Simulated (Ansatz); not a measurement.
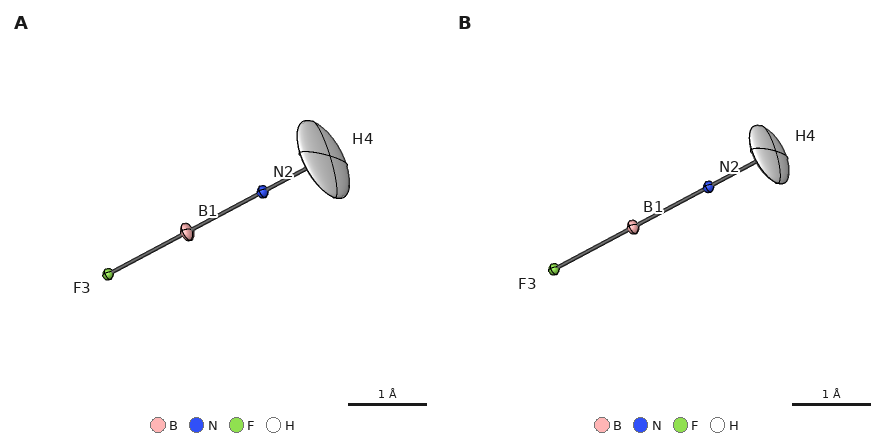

Displacement ellipsoids at the 50 % level, from the internal vibrations of the free molecule (harmonic, no overall translation or rotation; no half-axis is drawn under 0.075 Å). Vibrations computed with RKS PBE0-D4/def2-TZVP (Ansatz 0.2.0). One panel is for 298 K, the other for 600 K.

Which panel is for 600 K?

A.

How much does the mean-square displacement of H4 grow, and why?

U_eq goes from 0.0498 to 0.0873 Å², a factor of 1.8. Modes below kT (417 cm⁻¹ at 600 K) grow about in proportion to T, and the lowest lies at 286 cm⁻¹; the mean-square amplitude of a mode is its zero-point value times coth(ħω/2kT), which comes close to 1 only above about 3kT.
